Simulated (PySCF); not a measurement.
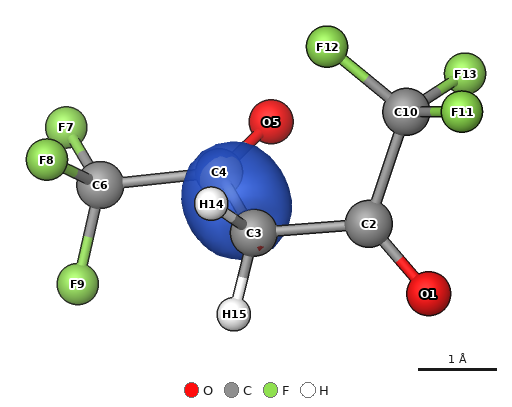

Figure. C₅H₂F₆O₂, SMILES `O=C(CC(=O)C(F)(F)F)C(F)(F)F`. Intrinsic bond orbitals (IBO), occupied; each surface holds about 70 % of the orbital's density. Energies are diagonal elements of the Fock matrix.

Method: ωB97X/def2-SVP; geometry: GFN2-xTB; program: PySCF. No frequency check shows the geometry to be a minimum.

Cartesian coordinates (Å):

```
O1       1.9082   -1.9443   -0.5502
C2       1.3695   -0.9963   -0.0723
C3      -0.0703   -0.9464    0.3816
C4      -0.8901    0.0525   -0.4041
O5      -0.5226    0.7529   -1.2910
C6      -2.3793    0.0557    0.0745
F7      -3.1026    0.9824   -0.5322
F8      -2.4543    0.2637    1.3965
F9      -2.9440   -1.1379   -0.1625
C10      2.1563    0.3374    0.1437
F11      3.2909    0.1029    0.8088
F12      1.4552    1.2228    0.8668
F13      2.4698    0.9127   -1.0129
H14     -0.1190   -0.6666    1.4406
H15     -0.5175   -1.9397    0.2666
```

### What does this orbital represent?

σ bond C4–C3 (C4 49 %, C3 49 %; −20.8 eV).

### How do all the valence pairs divide up?

38 pairs: 22 lone pairs, 14 σ bonds and 2 two-centre π bonds.
